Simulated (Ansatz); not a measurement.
The figure comes from a scan of MgCd₃ (space group P6_3/mmc): the cell is scaled evenly about its relaxed volume V₀. Level of theory: r2SCAN (plane waves to 500 eV, PAW, scalar-relativistic; Ansatz, a quantum-chemistry and plane-wave program). k mesh 9×9×10 (Γ-centred), Fermi-Dirac smearing 0.05 eV. The energy includes the smearing's −TS. MgCd3 was relaxed with its symmetry unable to fall. The zero of ΔE is the relaxed starting cell.

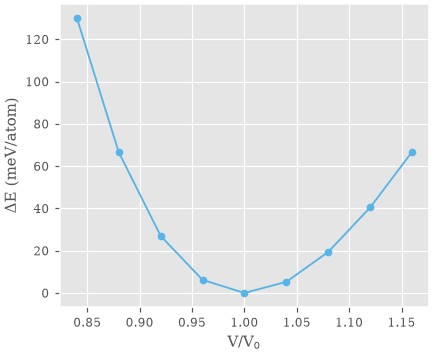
Figure. ΔE (meV/atom) against V/V₀; one marker a computed point.

Turn the plot into a table (rounded to what can be read).

To the nearest 2:

| V/V₀ | ΔE (meV/atom) |
|---|---|
| 0.840 | 130 |
| 0.880 | 66 |
| 0.920 | 28 |
| 0.960 | 6 |
| 1.000 | 0 |
| 1.040 | 6 |
| 1.080 | 20 |
| 1.120 | 40 |
| 1.160 | 66 |

(Under strain, the slope of the energy per volume gives the stress and its curvature an elastic modulus.)
